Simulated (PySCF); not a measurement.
# BLYP/6-31G(d,p) (spherical functions) run of Al2H6S2 (SMILES [AlH2-]1[SH+][AlH2-][SH+]1)

What is the vertical ionisation energy of Al2H6S2 at BLYP/6-31G** (spherical functions)? The job is set up through a Python script.

Program for the calculation: PySCF 2.14.0.

1 further run of the same task is left out (set aside as unsound or not needed).

### Step 1. The system as given

Al2H6S2 has 10 atoms, charge 0, and is taken as a singlet. SMILES: `[AlH2-]1[SH+][AlH2-][SH+]1`. Geometry: relaxed at PBE0-D4/def2-TZVP.

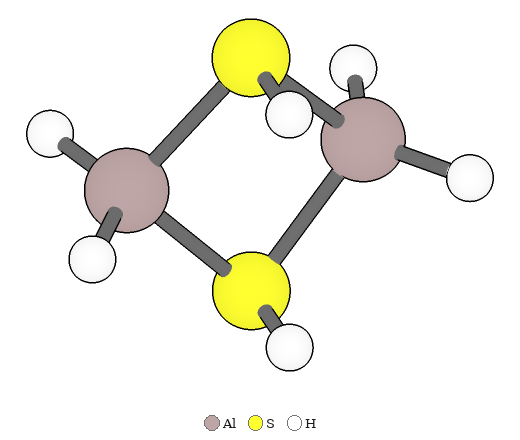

Viewed from a chosen angle; aluminium light grey, sulfur yellow, hydrogen white.

### Step 2. The energy at BLYP/6-31G(d,p) (spherical functions)

The input, run.py:

```python
# [AlH2-]1[SH+][AlH2-][SH+]1
from pyscf import gto, dft

mol = gto.M(
    atom=[
    ('Al', (-0.876700, 1.141600, -0.696500)),
    ('S', (0.577400, 1.173900, 1.178200)),
    ('Al', (0.373900, -1.185300, 1.028500)),
    ('S', (-0.708800, -1.193400, -1.082800)),
    ('H', (-0.178100, 1.904600, -1.893800)),
    ('H', (-2.329500, 1.385800, -0.127000)),
    ('H', (1.709600, 1.247400, 0.456500)),
    ('H', (1.818000, -1.809500, 0.859600)),
    ('H', (-0.726500, -1.597000, 2.084100)),
    ('H', (0.423800, -1.119400, -1.803900)),
],
    charge=0,
    verbose=3,
    basis='6-31g**',
    max_memory=1860,
    spin=0,
)

mf = dft.RKS(mol, xc='blyp')
mf.grids.level = 4
mf.conv_tol = 1e-10
mf.kernel()
if not mf.converged:
    mf = mf.newton().run(mf.mo_coeff, mf.mo_occ)

e_tot = mf.e_tot
print(f'total energy: {e_tot:.8f} hartree')
```

The run is started by

```console
$ OMP_NUM_THREADS=1 python run.py
```

Log:

```text
converged SCF energy = -1284.84697785402
total energy: -1284.84697785 hartree
```

Run time: 18 s. Hardware: 1 thread of Arm Neoverse V2, shared host; peak memory 0.54 GiB.

### Step 3. The doublet cation, same level

The input, job.py:

```python
from pyscf import gto, dft

molecule = gto.M(
    atom='''
Al      -0.876700       1.141600      -0.696500
S        0.577400       1.173900       1.178200
Al       0.373900      -1.185300       1.028500
S       -0.708800      -1.193400      -1.082800
H       -0.178100       1.904600      -1.893800
H       -2.329500       1.385800      -0.127000
H        1.709600       1.247400       0.456500
H        1.818000      -1.809500       0.859600
H       -0.726500      -1.597000       2.084100
H        0.423800      -1.119400      -1.803900
''',
    max_memory=1860,
    basis='6-31g**',
    charge=1,
    spin=1,
    verbose=3,
)

mf = dft.UKS(molecule, xc='blyp')
mf.grids.level = 4
mf.conv_tol = 1e-10
mf.kernel()
if not mf.converged:
    mf = mf.newton().run(mf.mo_coeff, mf.mo_occ)

e_tot = mf.e_tot
print('E = %.10f Eh' % e_tot)
```

The run is started by

```console
$ OMP_NUM_THREADS=1 python job.py
```

Log:

```text
SCF not converged.
SCF energy = -1284.49741845489 after 50 cycles  <S^2> = 0.75252092  2S+1 = 2.0025193
converged SCF energy = -1284.49741849659  <S^2> = 0.7525209  2S+1 = 2.0025193
E = -1284.4974184966 Eh
```

It took 77 s on 1 thread of Arm Neoverse V2, shared host; peak memory 0.72 GiB.

### Step 4. Outcome

Level: BLYP/6-31G** (spherical functions).

| quantity | value |
| --- | --- |
| singlet Al2H6S2: total energy | -1284.84698 Eh |
| singlet Al2H6S2: dipole moment | 2.12 D |
| singlet Al2H6S2: HOMO energy | -6.97 eV |
| singlet Al2H6S2: LUMO energy | -1.17 eV |
| singlet Al2H6S2: HOMO–LUMO gap | 5.80 eV |
| doublet cation: total energy | -1284.49742 Eh |
| doublet cation: HOMO energy (highest over α and β) | -12.09 eV |
| doublet cation: LUMO energy (lowest over α and β) | -12.05 eV |
| doublet cation: ⟨S²⟩ | 0.753 |
| vertical ionisation energy (to the doublet cation) | 9.512 eV |

What this shows: The vertical ionisation energy comes to 9.51 eV (918 kJ/mol). The negative HOMO energy of the first species, 6.97 eV, lies 2.54 eV below that difference. Mulliken charges (singlet Al2H6S2) run from -0.18 on S2 to +0.23 on Al1; they depend strongly on the basis. Mulliken charges (doublet cation) run from +0.01 on H6 to +0.32 on Al1; they depend strongly on the basis.
